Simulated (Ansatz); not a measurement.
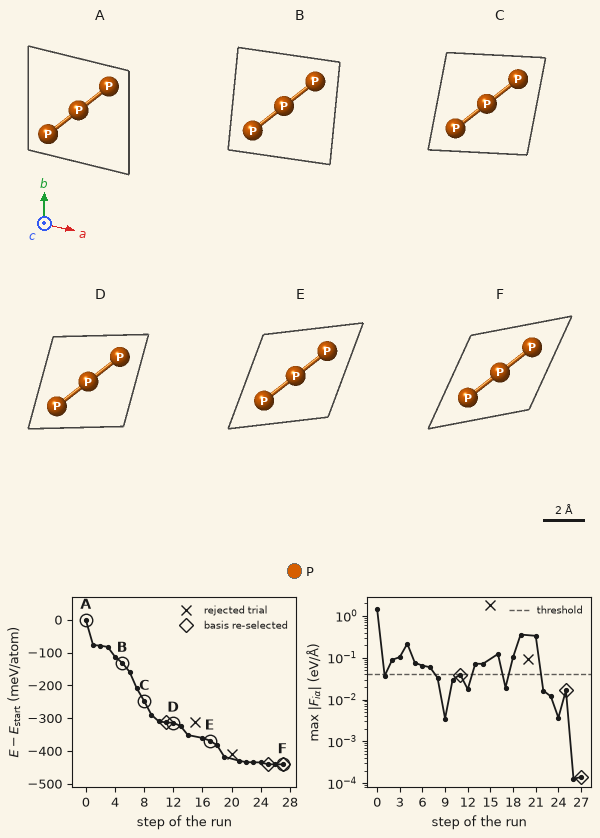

Frames of a relaxation of a free-standing layer of P (a generated structure, set up in Cmmm) (coarse preliminary run), marked on the history of the run. Style: ball-and-stick. Shown: the cell of the calculation, outlined in the plane, without the vacuum, along the c axis.

Method: Ansatz, DFT PBE, scalar-relativistic, plane waves, PAW. Settings: plane-wave cutoff 420 eV; k-point mesh 4 × 4 × 1; occupations gaussian; smearing width 0.1 eV; no spin polarisation; cell and atoms relaxed; force threshold 0.04 eV/Å; at most 70 steps.

> Describe the path.

The largest moves, 0.70 Å, are those of P atoms. In the plane the drawn cell goes a 5.159 → 5.106 Å (−1.0 %), b 5.159 → 5.106 Å (−1.0 %). Some distances before and after: P–P 2.528 → 5.014 Å, P–P 4.112 → 2.391 Å, P–P 1.918 → 2.030 Å. The energy falls by 440 meV per atom in 22 accepted moves (27 points after the start). The largest force component goes from 1.5 to 0.00014 eV/Å. The line search rejected the trial steps at points 15, 20 of the run. At 3 points the geometry stayed and the basis and grid were re-selected for the new cell (energy shift of 5.7 meV per atom at most each time). The program noted that it reset the height of the cell. Cost: 71 s on 1 thread of Intel(R) Xeon(R) 6975P-C (Granite Rapids), on a shared host, peak memory 0.6 GiB. From step 0 to 5: P atoms move most (0.15 Å), energy −131 meV per atom. From step 5 to 8: P atoms move most (0.10 Å), energy −116 meV per atom. From step 8 to 12: P atoms move most (0.04 Å), energy −66.5 meV per atom. From step 12 to 17: P atoms move most (0.24 Å), energy −54.4 meV per atom. From step 17 to 27: P atoms move most (0.09 Å), energy −72.4 meV per atom.

```tsv
step	E − E(0), meV/atom	largest force component, eV/Å	note
0	0.00	1.4844	
1	-76.77	0.0369	
2	-78.70	0.0891	
3	-82.44	0.1036	
4	-112.06	0.2161	
5	-131.10	0.0757	
6	-158.15	0.0649	
7	-209.07	0.0593	
8	-247.14	0.0332	
9	-289.45	0.0035	
10	-309.26	0.0300	
11	-312.85	0.0397	same geometry, new basis
12	-313.62	0.0177	
13	-323.69	0.0720	
14	-351.09	0.0713	
15	-311.66	1.7769	rejected
16	-359.96	0.1227	
17	-368.07	0.0194	
18	-382.10	0.1029	
19	-417.35	0.3575	
20	-408.51	0.0930	rejected
21	-429.26	0.3338	
22	-433.88	0.0164	
23	-434.23	0.0119	
24	-434.59	0.0037	
25	-440.26	0.0166	same geometry, new basis
26	-440.48	0.0001	
27	-440.49	0.0001	same geometry, new basis
```

Limits of the set-up: an odd number of electrons was run without spin polarisation, which fails if the electron would localise.
